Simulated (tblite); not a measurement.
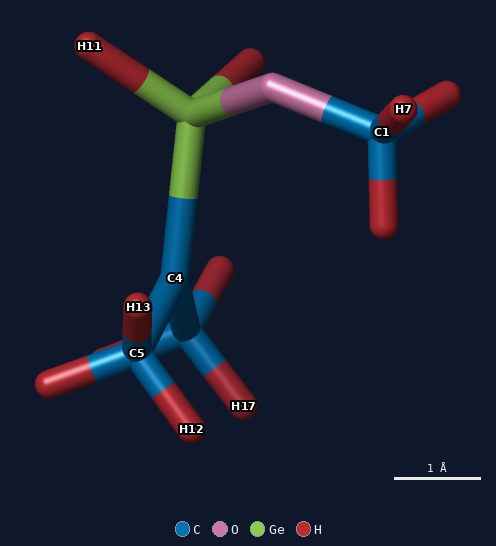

Fig. 1: The input geometry (stick view, seen at a tilt; atoms are numbered from 1 in the order of the input). Sticks mark near contacts. Bond lengths as drawn: C–C 1.49 Å, C–Ge 1.94 Å, C–H 1.09 to 1.10 Å, C–O 1.41 Å, Ge–H 1.50 to 1.52 Å and Ge–O 1.77 Å.

**Frequency calculation of C₄H₁₁GeO**

System: C₄H₁₁GeO, multiplicity 2, SMILES C[O][GeH2][C](C)C.
Method: GFN2-xTB harmonic vibrations, gas phase (tblite 0.8.0).

It belongs to a series of runs on one base structure; here: H added to sp2 C.

The program's output
```
mode    cm-1     km/mol
  1      32.5      0.28
  2      69.1      0.69
  3      97.1      0.53
  4     108.5      0.99
  5     121.3      4.00
  6     143.6     11.90
  7     199.0      2.06
  8     230.9      3.22
  9     284.9      5.95
 10     297.0     20.23
 11     450.6    105.42
 12     478.0    105.45
 13     518.4     25.99
 14     628.6      7.89
 15     693.6    228.33
 16     789.1    235.72
 17     947.6      0.27
 18     965.1      6.30
 19     977.8      1.55
 20     997.1      3.67
 21    1064.7    114.34
 22    1137.7      1.53
 23    1146.4      6.58
 24    1207.5      8.53
 25    1243.8      8.21
 26    1387.6      8.22
 27    1399.2      7.43
 28    1417.7      1.24
 29    1453.6      0.16
 30    1463.4      7.60
 31    1466.5      0.42
 32    1481.1      6.92
 33    1485.7      3.04
 34    1492.2      2.10
 35    1849.9    389.79
 36    1963.7    451.21
 37    2908.1     19.37
 38    2915.1     33.29
 39    2918.5     46.24
 40    2936.3     46.53
 41    2946.2     16.49
 42    2955.1     57.02
 43    2971.4     43.89
 44    3009.3     18.93
 45    3017.1     23.60
```

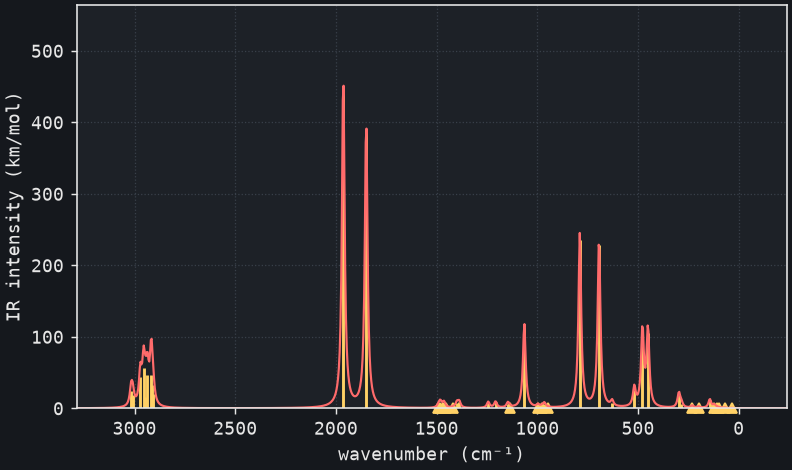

Fig. 2: Harmonic infrared spectrum, unscaled: sticks (degenerate modes added up, dark ones marked on the axis) with a Lorentzian envelope of 16 cm⁻¹ full width, scaled to the tallest stick. 45 modes from 32 to 3017 cm⁻¹, none imaginary. The strongest line is at 1964 cm⁻¹ (451 km/mol).

The run was set up as follows.

The input
```
{"job": {"kind": "ir", "xc": "GFN2-xTB", "basis": "xTB"}, "charge": 0, "multiplicity": 2}
C      2.516774    -0.575158    -0.494452
O      1.829392    -0.963991     0.668121
Ge     0.483891    -0.075724     1.399687
C     -0.922270     0.224462     0.101186
C     -1.424696    -0.896257    -0.735165
C     -1.632744     1.524235    -0.004785
H      3.185573    -1.394210    -0.766065
H      3.113458     0.325151    -0.324000
H      1.832577    -0.384824    -1.326917
H      0.961814     1.261810     1.935532
H      0.235524    -1.051794     2.515478
H     -1.480601    -0.609052    -1.789091
H     -0.780054    -1.769198    -0.641060
H     -2.437831    -1.186903    -0.437710
H     -2.669480     1.430741     0.333820
H     -1.143924     2.287224     0.597900
H     -1.674399     1.865519    -1.042390
```

The first line tells a small driver script what to run in tblite; the rest is the geometry in Å.

Launched with:
```bash
OMP_NUM_THREADS=1 python <driver script> task.json out
```

Summary

```tsv
quantity	value
outcome	converged
total energy	−546.8501 eV
zero-point energy	83.2980 kcal/mol
hardware	1 CPU thread, shared host
wall time	0.51 s
peak memory	0.17 GiB
```
